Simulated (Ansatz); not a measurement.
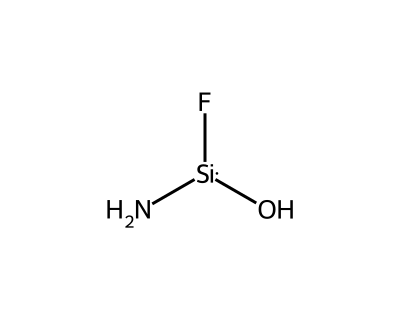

The species is neutral and a spin doublet.

Transcribe the drawing into SMILES.

N[Si](O)F

What is the molecular formula?

FH3NOSi.

An optimisation with PBE0-D4/def2-TZVP gave a structure of which point group?

C1.

More results for the same structure follow; atom numbers are the same in all pictures, views and colours differ. Computed geometry: PBE0-D4/def2-TZVP optimisation.

## Shape

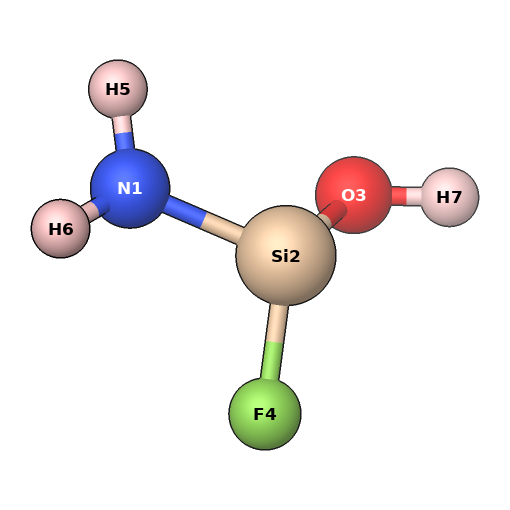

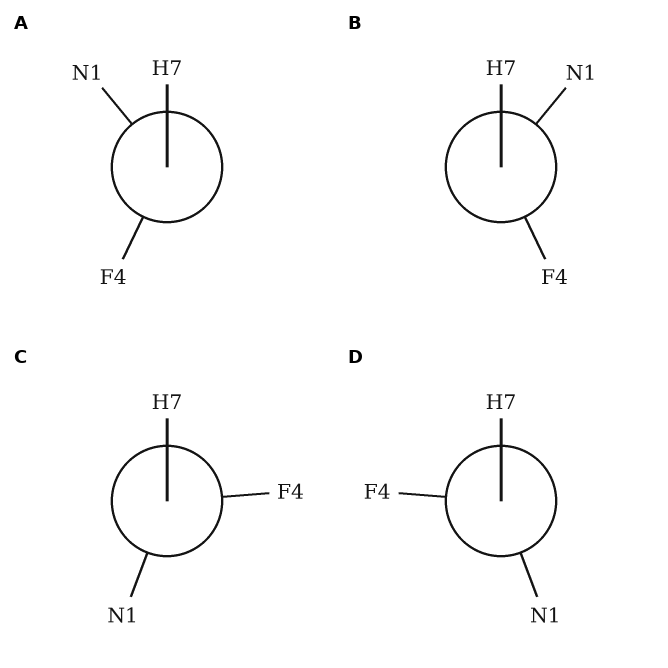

Depth is shown by fading: the farther an atom, the more it takes the colour of the background. Bonds that would overlap in a projection are set slightly apart.

Which Newman projection shows the view along O3–Si2, with O3 in front?

D. The torsion angle H7–O3–Si2–F4 is −86°, about perpendicular.

## Vibrations

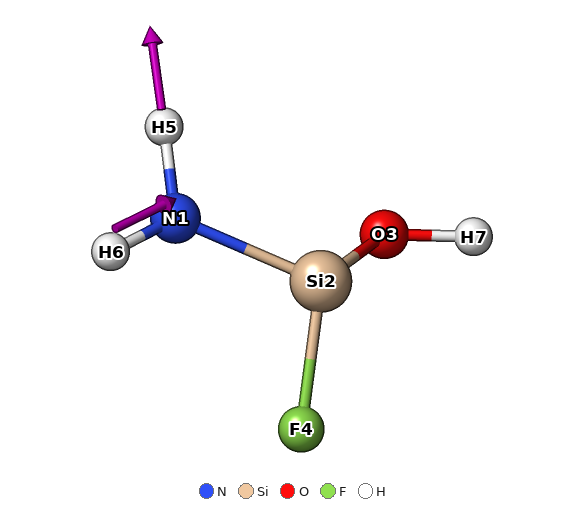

The arrows show one normal mode. Harmonic vibrations computed with UKS PBE0-D4/def2-TZVP (Ansatz 0.2.0) at a stationary point of the same level.

What kind of motion is it?

Mostly out-of-phase stretching of 2 N–H bonds.

At what wavenumber does it lie?

3706 cm⁻¹; it is mode 14 of 15 counted from the lowest.

## Thermal motion

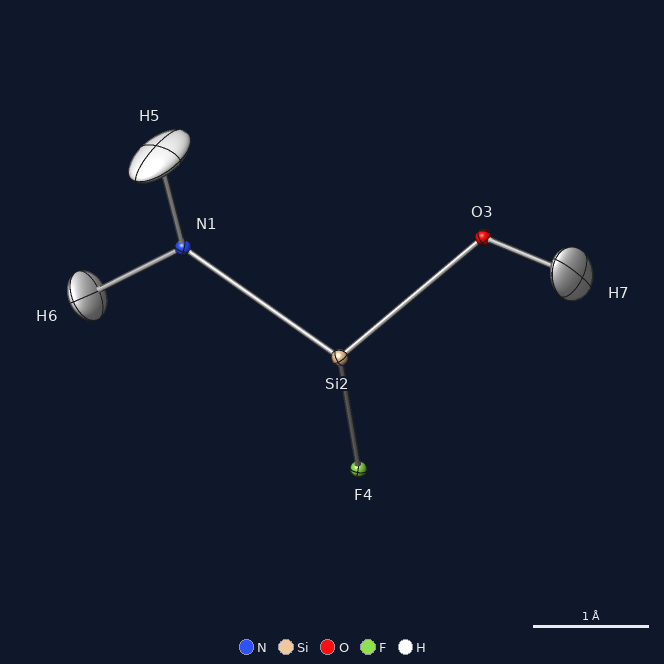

Displacement ellipsoids at the 50 % level, from the internal vibrations of the free molecule (harmonic, no overall translation or rotation; no half-axis is drawn under 0.075 Å). Vibrations computed with UKS PBE0-D4/def2-TZVP (Ansatz 0.2.0). Temperature: 0 K (zero-point motion alone).

Which atom has the largest mean-square displacement?

H6, with U_eq = 0.0279 Å².

Does H7 move more along its bond or across it?

Across it: the root-mean-square amplitude is 0.073 Å along the bond and up to 0.237 Å across, since bending and torsion are softer than stretching.

Give the displacement parameters, one line for each set of equivalent atoms.

```json
{"atom": "N1", "U_eq (Å²)": "0.0014", "rms amplitudes (Å)": "0.030, 0.039, 0.041"}
{"atom": "Si2", "U_eq (Å²)": "0.00070", "rms amplitudes (Å)": "0.025, 0.025, 0.029"}
{"atom": "O3", "U_eq (Å²)": "0.0013", "rms amplitudes (Å)": "0.022, 0.038, 0.044"}
{"atom": "F4", "U_eq (Å²)": "0.0011", "rms amplitudes (Å)": "0.018, 0.035, 0.040"}
{"atom": "H5", "U_eq (Å²)": "0.0278", "rms amplitudes (Å)": "0.076, 0.147, 0.237"}
{"atom": "H6", "U_eq (Å²)": "0.0279", "rms amplitudes (Å)": "0.076, 0.148, 0.236"}
{"atom": "H7", "U_eq (Å²)": "0.0274", "rms amplitudes (Å)": "0.073, 0.144, 0.237"}
```

## Electronic properties

Method: UKS BHLYP-D4/def2-TZVPP (Ansatz 0.2.0).

Computed properties:

- HOMO energy (Kohn–Sham orbital): −6.98 eV
- ⟨S²⟩ of the determinant: 0.753
- dispersion correction: −13.8 kJ/mol
